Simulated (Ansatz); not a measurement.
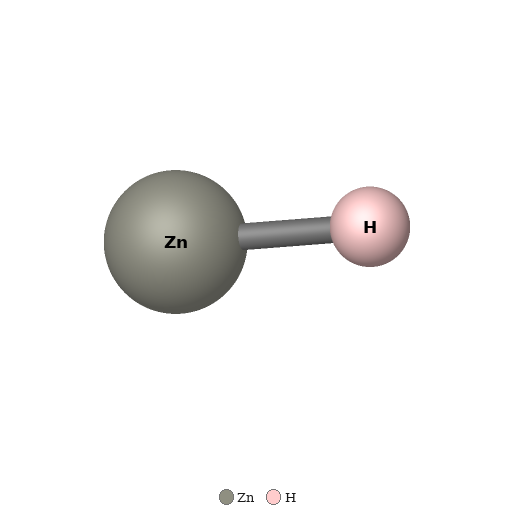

The species has charge +1 and is a spin singlet. The computed structure is the end point of a PBE0-D4/def2-TZVP optimisation. Program: Ansatz 0.2.0.

Tabulate HOMO energy (eV) at these levels: BLYP-D4/def2-TZVPP; HSE06 (plane-wave form)-D4/def2-TZVPP; PBE0-D4/def2-QZVPP; SPW92 (LDA)/def2-TZVPP; ωB97M-V/def2-QZVPP; ωB97M-V/def2-SVP; ωB97M-V/def2-TZVPP.

```
                                level  HOMO energy (eV)
                   BLYP-D4/def2-TZVPP            −15.70
HSE06 (plane-wave form)-D4/def2-TZVPP            −16.17
                   PBE0-D4/def2-QZVPP            −16.56
               SPW92 (LDA)/def2-TZVPP            −15.90
                   ωB97M-V/def2-QZVPP            −18.78
                     ωB97M-V/def2-SVP            −18.53
                   ωB97M-V/def2-TZVPP            −18.80
```
